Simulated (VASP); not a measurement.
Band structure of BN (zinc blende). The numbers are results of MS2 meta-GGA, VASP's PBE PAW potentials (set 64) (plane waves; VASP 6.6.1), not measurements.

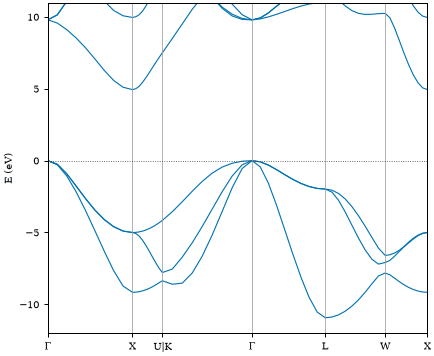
Fig. 1. Bands along high-symmetry lines, zero at the valence-band maximum or, without a gap, the Fermi level

Read the plot: is there a gap, and where are the band edges?

The gap is indirect, 4.94 eV, from the valence maximum at Γ to the conduction minimum at X.

Measured: gap 6.20 eV at 300 K (computed value off by -1.26 eV), as given by arXiv:1206.3780.

The compound is BN in the zinc blende structure. It was relaxed first.
